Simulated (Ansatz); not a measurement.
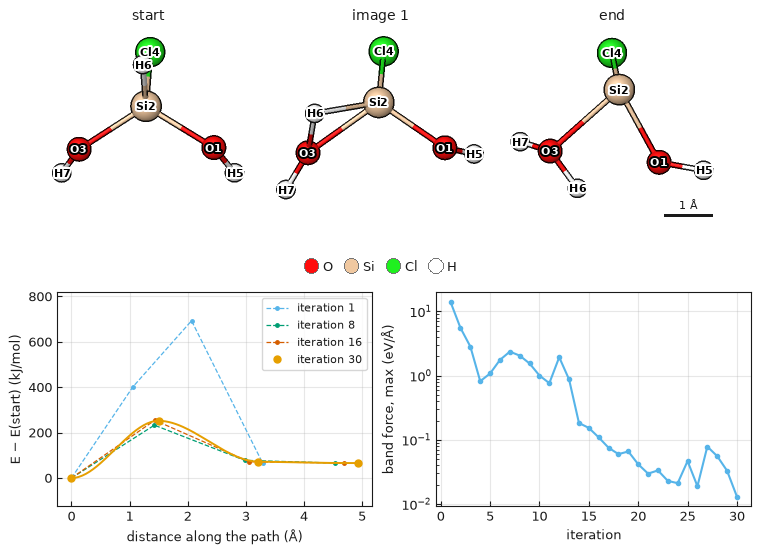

A nudged-elastic-band calculation for SiH$_{3}$O$_{2}$Cl. Images are numbered from 0 (start) to 3 (end). The plot follows the band through its iterations. Style: ball-and-stick. Shown face on.

Theory: Ansatz 0.2.0, RKS PBE0-D4/6-31G. Settings: 2 movable images; climbing image; force threshold 0.03 eV/Å; iteration limit 60; starting path through a guess of the saddle point.

How did the profile develop, and is the result final?

Answer. The run is converged, with reservations. The band converged in 30 iterations. The largest component of the band force went from 14 to 0.013 eV/Å. The climbing image converged on the top of the path. Its curvatures weren't checked. So few images resolve the path coarsely. The first iteration put the highest image at 692.9 kJ/mol. Forward barrier 252.1 kJ/mol, backward barrier 186.1 kJ/mol, with image 1 at the top; the reaction energy is +66.0 kJ/mol.

The run took 2.1 min on 1 thread of Arm Neoverse V1 (shared host), peak memory 0.11 GiB.
